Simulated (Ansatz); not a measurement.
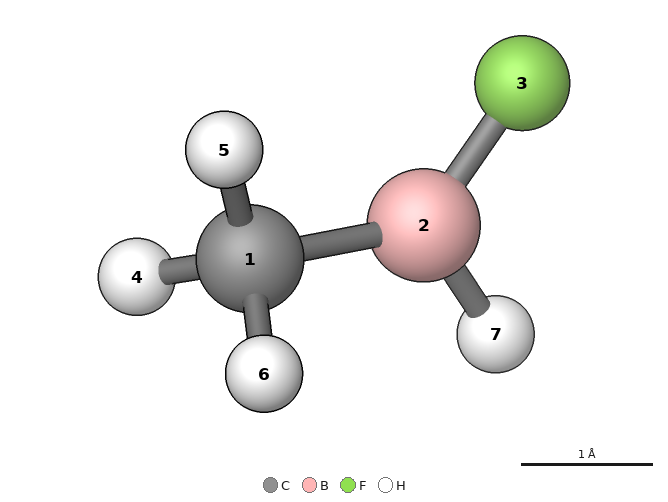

The picture comes from a calculation with Ansatz.

Geometry: moved along internal coordinates away from the minimum.

List the bonds and their lengths.

```tsv
bond	length (Å)	order
C1–B2	1.553	single
C1–H4	1.091	single
C1–H5	1.096	single
C1–H6	1.096	single
B2–F3	1.326	single
B2–H7	1.202	single
```
